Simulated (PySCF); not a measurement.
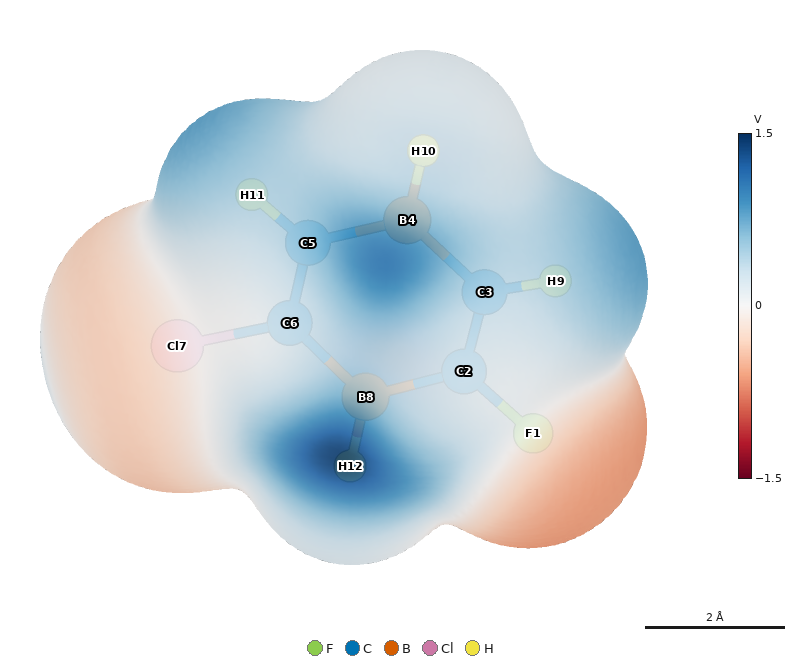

*C$_{4}$H$_{4}$B$_{2}$ClF (SMILES FC1=CBC=C(Cl)B1). The molecular electrostatic potential painted on the density surface at 0.001 e/bohr³, seen at a tilt; the colour scale runs from red (negative) to blue (positive).*

Geometry: GFN2-xTB.

All numbers below come from PBE0/def2-SVPD, SCF density, gas phase (PySCF).

```xyz
12

F    -2.1911   -1.7904   -0.0117
C    -1.1745   -0.8864   -0.0068
C    -1.4828    0.4209    0.0147
B    -0.3475    1.4791    0.0208
C     1.1216    0.9773    0.0028
C     1.3958   -0.3408   -0.0183
Cl    3.0552   -0.8633   -0.0390
B     0.2821   -1.4293   -0.0232
H    -2.5298    0.7008    0.0267
H    -0.5910    2.6222    0.0383
H     1.9468    1.6803    0.0059
H     0.5163   -2.5712   -0.0363
```

Which sites attract a positive test charge, and which a negative one?

Answer. A positive charge is drawn to the negative regions and a negative charge to the positive ones. The most negative region (about −0.6 V) lies over F1, the most positive (about +1.4 V) over B8. Cl7 shows a σ-hole: about +0.3 V at the tip opposite its bond, against about −0.3 V on its flanks.

How polar is the molecule by this calculation?

Answer. Its dipole moment is 1.26 D.
